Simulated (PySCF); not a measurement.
C₈H₁₆, SMILES C1CCCCCCC1, singlet at its GFN2-xTB optimised geometry (Å):

```
24

C     -1.7477     0.9779     1.9603
C     -1.3835    -0.4074     2.5047
C     -0.9080    -1.4337     1.4654
C      0.5960    -1.4426     1.1721
C      1.0564    -0.5706     0.0000
C      0.5588     0.8765     0.0000
C      0.7072     1.5785     1.3554
C     -0.6241     2.0189     1.9682
H     -2.5574     1.3878     2.5703
H     -2.1500     0.8664     0.9518
H     -2.2825    -0.8191     2.9709
H     -0.6351    -0.3086     3.2930
H     -1.1688    -2.4226     1.8517
H     -1.4641    -1.3002     0.5358
H      0.8968    -2.4671     0.9362
H      1.1345    -1.1665     2.0805
H      0.7335    -1.0390    -0.9336
H      2.1500    -0.5706     0.0000
H      1.1179     1.4196    -0.7653
H     -0.4852     0.8950    -0.3079
H      1.2207     0.9194     2.0532
H      1.3337     2.4671     1.2493
H     -0.9883     2.8997     1.4321
H     -0.4361     2.3243     3.0009
```

Computed with PBE0/def2-SVP in PySCF 2.14.0. Cells within 0.4 Å of a nucleus heavier than hydrogen are left out (blank, or x).

Map of the electrostatic potential (hartree/e), clipped to [-0.08, 0.12] on the plane z = 0.0 Å:

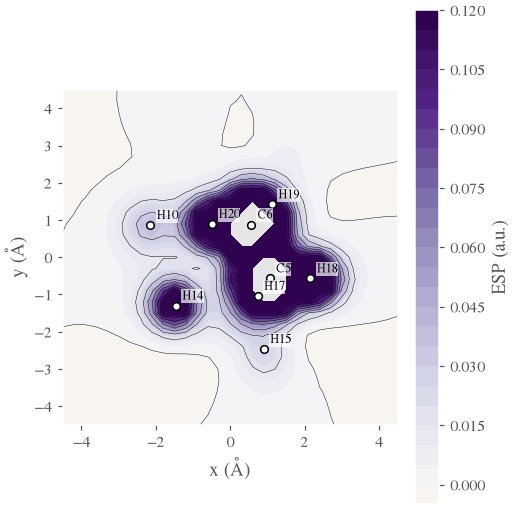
Figure. Electrostatic potential (hartree/e), clipped to [-0.08, 0.12] on the plane z = 0.0 Å.
